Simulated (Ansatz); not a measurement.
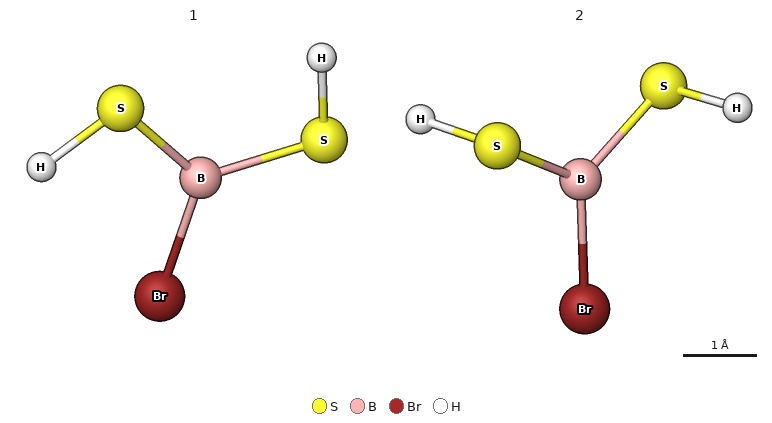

Two geometries of BH2S2Br (coarse preliminary run), drawn at one scale. One is the start of a relaxation, the other its converged end. Style: ball-and-stick. Shown at a tilt.

Level of theory: Ansatz, RKS PBE-D4/def2-SVP. Set-up: force threshold 0.03 eV/Å; at most 200 steps.

**Which of the two is the end point?**

Structure 1 is the relaxed one. The start comes from a force field. The energy falls by 29.7 kcal/mol in 12 accepted moves (13 points after the start). The largest force component goes from 1.4 to 0.011 eV/Å. The line search rejected the trial step at point 11 of the run. The atom that moves furthest after the best rigid fit is an S atom (1.01 Å). Largest moves by element: S 1.01 Å, H 0.81 Å, Br 0.61 Å, B 0.14 Å. Among the contacts that change: H–S 1.430 → 1.362 Å, B–S 1.851 → 1.806 Å, B–S 1.824 → 1.809 Å, B–Br 1.938 → 1.932 Å. Bond angles that change, for instance: B–S–H 92.9° → 96.9°, B–S–H 94.0° → 96.7°, S–B–S 118.8° → 121.5°. Groups turn about B–S by about 90°, B–S by about 90°. The run took roughly 40 core-seconds on a shared host.
